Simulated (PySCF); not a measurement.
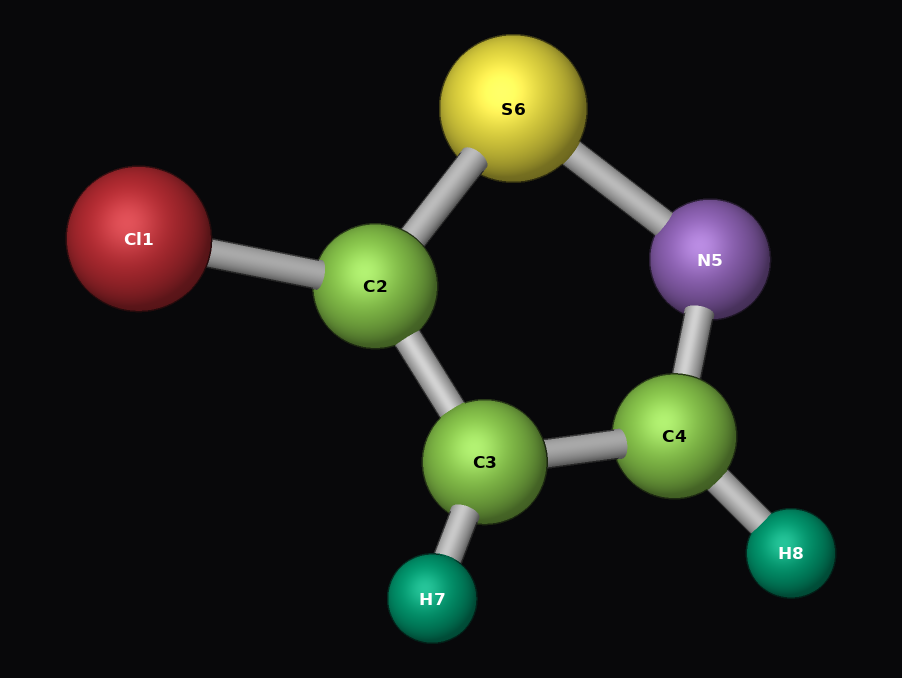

The computed structure is the end point of a PBE0-D3(BJ)/def2-SVP optimisation. No frequency run is at hand to confirm it as a minimum. Method: GIAO PBE0/pcSseg-1 NMR shielding, non-relativistic, gas phase (PySCF 2.14.0). Principal shieldings σ11 ≤ σ22 ≤ σ33, span Ω = σ33 − σ11, skew κ = 3(σiso − σ22)/Ω.

Give the shielding tensors of the N atoms.

| atom | σ11 | σ22 | σ33 | σiso | Ω | κ |
| --- | --- | --- | --- | --- | --- | --- |
| N5 | −326.9 | −123.0 | 188.3 | −87.2 | 515.2 | 0.21 |

Shieldings and span in ppm.
